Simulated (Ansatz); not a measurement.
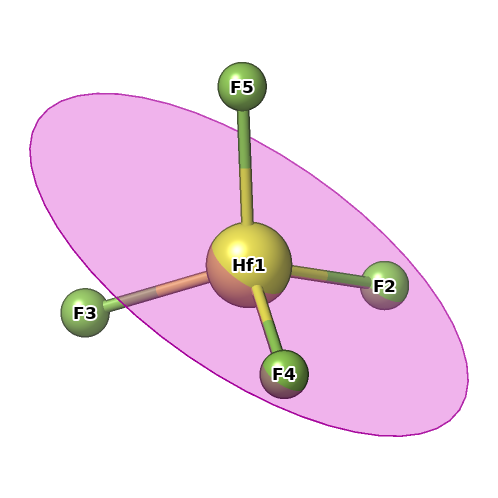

A disc through the centre of mass is drawn in. Depth is shown by fading: the farther an atom, the more it takes the colour of the background. The species is neutral and a spin singlet. The geometry was computed by an optimisation with PBE0-D4/def2-TZVP.

> Is the plane of the disc a mirror plane of the structure?

Yes. The reflection leaves Hf1, F2, F4 in place and moves F3 ↔ F5. The point group is Td.
